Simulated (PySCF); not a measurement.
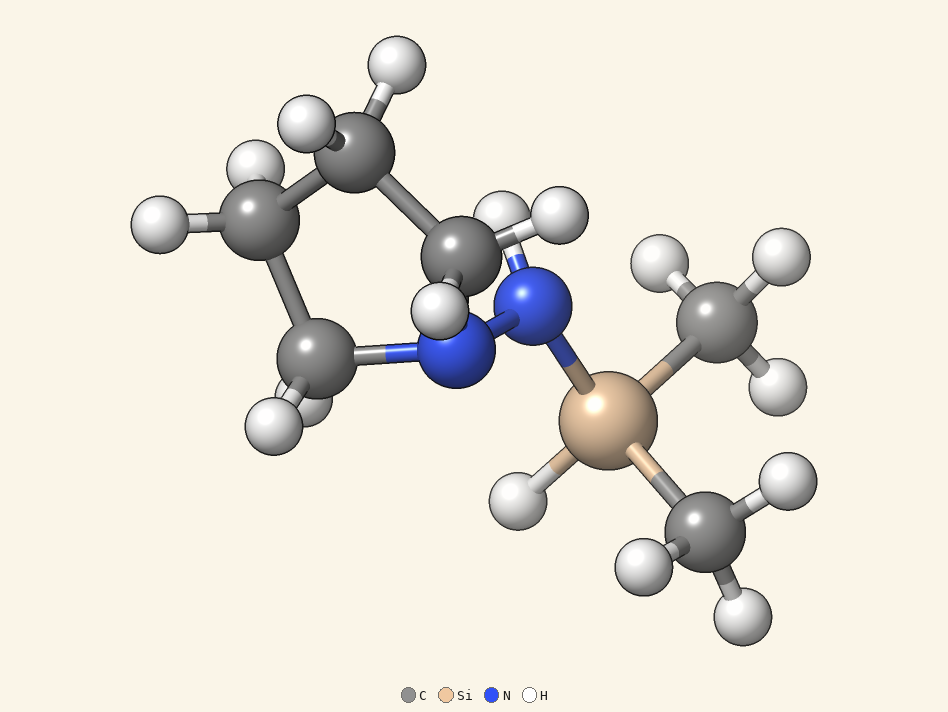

Computed geometry: GFN2-xTB optimisation. No frequency run is at hand to confirm it as a minimum. Properties computed with PBE0/pcSseg-1, gas phase (PySCF 2.14.0).

Q: What is the LUMO energy (Kohn–Sham orbital)?

A: 0.99 eV.

Q: Estimate the HOMO energy (Kohn–Sham orbital).

A: −6.40 eV.

Q: What is the dipole moment?

A: 1.61 D.

The geometry is semi-empirical. Around Si such bond lengths and angles can be off by a tenth of an ångström or more and by several degrees, and values that hang on the shape move with them.
